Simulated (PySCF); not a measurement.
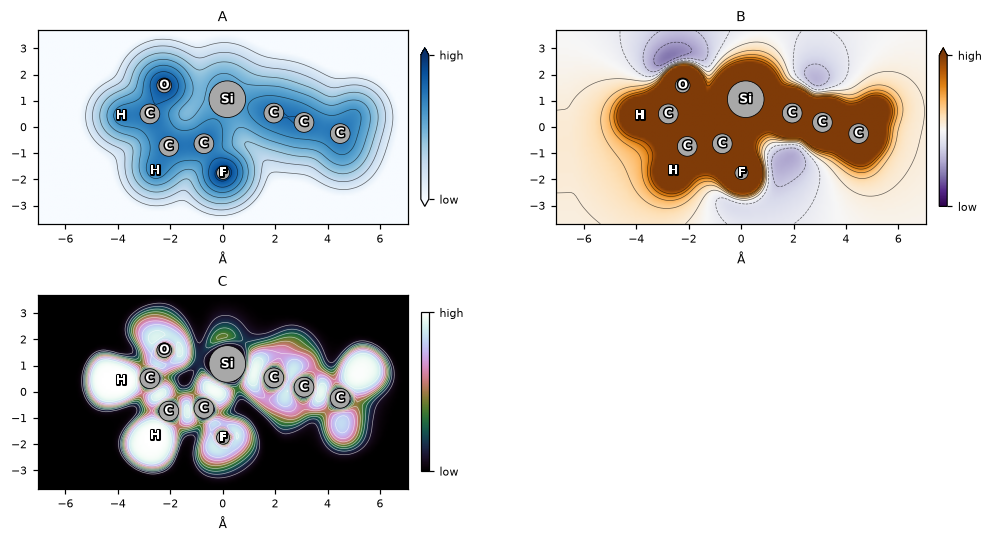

C₆H₇FOSi: 3 fields on the plane of atoms O9, C8 and H16, with unlabelled colour scales. Grey discs cover the atomic cores.

Geometry: GFN2-xTB.

All numbers below come from wB97X-D/def2-SVPD, SCF density, gas phase (PySCF).

The panels show electron density, electron localisation function and electrostatic potential in some order. Assign them.

Answer. Panel A: electron density. Panel B: electrostatic potential (strongly positive close to the atoms, with negative regions outside electron-rich atoms). Panel C: electron localisation function. From the grid: C–C (1.21 Å): the density is about 2.7 e/Å³ at the midpoint; the ELF peaks at about 0.85 between the atoms; a multiple bond. C–O (1.22 Å): ρ is about 3.3 e/Å³ halfway; the ELF peaks at about 0.85 between the atoms (a short, multiple covalent bond).
